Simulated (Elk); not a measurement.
Band structure of SiMo3 (Pm-3n, 8 atoms in the cell).

```xyz
8
Lattice="4.8897 0.0000 0.0000 0.0000 4.8897 0.0000 0.0000 0.0000 4.8897" Properties=species:S:1:pos:R:3 pbc="T T T"
Si     2.4449     2.4449     2.4449
Si     0.0000     0.0000     0.0000
Mo     0.0000     2.4449     1.2224
Mo     0.0000     2.4449     3.6673
Mo     1.2224     0.0000     2.4449
Mo     3.6673     0.0000     2.4449
Mo     2.4449     1.2224     0.0000
Mo     2.4449     3.6673     0.0000
```

Computed with PBE, all-electron FP-LAPW, Elk's shipped species files, APW+lo basis with extra local orbitals (Elk).

Settings: xctype = 20; rgkmax = 7.5; swidth = 0.00499791 Ha; ngridk = 5 5 5; gmaxvr = 18 1/bohr; lmaxapw = 10; lmaxo = 8; nxlo = 2; lorbcnd = true; lradstp = 2; nrmtscf = 2; rmtscf = 0.83; lmaxi = 4; maxscl = 100.

The starting cell comes from a database of computed structures (which also holds hypothetical and non-ambient phases and stackings), without a prior relaxation at this level. Spin polarisation is off. Values depend on the basis (sphere radii, cutoffs, local orbitals), which need not be converged.

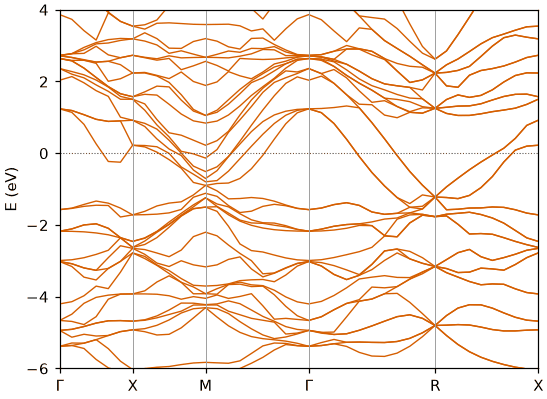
Fig. 1. Bands along the path, energies from the Fermi level.

Levels in eV from the Fermi level, bands 42 to 49:
```
point     42     43     44     45     46     47     48     49
-----  -----  -----  -----  -----  -----  -----  -----  -----
Γ      -2.17  -1.57  -1.57   1.24   1.24   1.24   2.04   2.36
X      -2.46  -1.72  -1.72   0.22   0.22   0.92   0.92   1.50
M      -1.24  -1.12  -0.90  -0.90  -0.80  -0.70  -0.51  -0.14
R      -1.77  -1.22  -1.22  -1.22  -1.22  -1.22  -1.22   1.25
```

Bands cross the Fermi level along this path, so the cell is metallic at this level.
